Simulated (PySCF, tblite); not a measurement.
**CH10NOSi3 radical, a small gas-phase stand-in for a defect centre (Si site with back bonds N[SiH3], C[SiH3], O): EPR parameters**

What EPR parameters should one expect for `O[Si](C[SiH3])N[SiH3]`? It is drawn as: dangling bond.

Computed with tblite 0.8.0 and PySCF 2.14.0; each step states its level. No surroundings beyond the atoms listed, unless a continuum is named. Atoms count from 0, parts from 1.

### 1 Starting point

16 atoms, charge 0, multiplicity 2; geometry: distance geometry start.

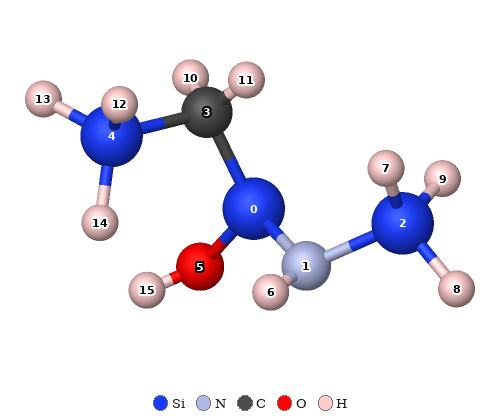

The starting geometry (silicon blue, nitrogen light blue, carbon dark grey, oxygen red, hydrogen pink), atoms numbered.

### 2 Relaxing the cluster with GFN2-xTB

What the job is given:

```
{"job": {"kind": "relax", "xc": "GFN2-xTB", "basis": "xTB"}, "charge": 0, "multiplicity": 2}
Si    -0.253501    -0.938649     0.415674
N      1.023667    -1.874201     1.304261
Si     2.700141    -1.852230     0.596521
C     -0.102584     0.877494     0.520023
Si    -0.664039     1.429269     2.205848
O     -1.888707    -1.614666     0.424422
H      0.990202    -1.845100     2.318325
H      3.410806    -0.736036     1.119377
H      3.396320    -3.084718     0.920530
H      2.637061    -1.713208    -0.813227
H     -0.728008     1.319207    -0.188734
H      0.873998     1.168382     0.379388
H      0.424162     2.082008     2.868446
H     -1.756164     2.320478     2.072237
H     -1.068562     0.292750     2.966983
H     -2.479172    -1.526851     1.177506
```

With the program's defaults for keys left out, this is: GFN2-xTB geometry optimisation, gas phase.

Run with:

```sh
$ OMP_NUM_THREADS=1 python cluster_run.py task.json out
```

This one command runs all jobs of the session in turn.

**Question.** The jobs that follow are: PBE0-D3(BJ)/def2-SVP geometry optimisation, gas phase; UKS B3LYP, IGLO-III on C N O Si, pcH-1 on H, non-relativistic, mean-field spin-orbit, GIAO; UKS BHandHLYP, IGLO-III on C N O Si, pcH-1 on H, non-relativistic, mean-field spin-orbit, GIAO. Predict: point group; rotational constants (main isotopes); g(iso) (B3LYP); ⟨S²⟩; largest a(iso); potential on the surface of density 0.002 e/bohr³, 1st and 99th percentile.

**Answer**, as computed:

| quantity | value |
| --- | --- |
| point group | C1 |
| rotational constants (main isotopes) | 2.04, 1.29, 0.92 GHz |
| g(iso) (B3LYP) | 2.00191 |
| ⟨S²⟩ | 0.752 (exact 0.75) |
| largest a(iso) | 29Si on Si0, -813.5 MHz |
| potential on the surface of density 0.002 e/bohr³, 1st and 99th percentile | -1.33 V and 1.92 V |

**Reading.** The start of the PBE0/def2-SVP relaxation was shaken at random by about 0.01 Å, so part of the energy gained, and of the first lengths quoted, undoes that. Over 6 steps the energy fell by 0.167 eV; of the close pairs, Si0–C3 changed most, 1.935 to 1.890 Å (PBE0/def2-SVP). Most of the unpaired spin sits on Si0 (0.81 e). The isotropic g lies 0.4 ppt below the free-electron value. The coupling of 29Si on Si0 runs from -846.1 (BHandHLYP/IGLO-III+pcH-1) to -813.5 MHz (B3LYP/IGLO-III+pcH-1). A capped cluster stands for the solid here, so long-range fields and strain are missing, and bands or shifts of the capping hydrogens have no counterpart in it.
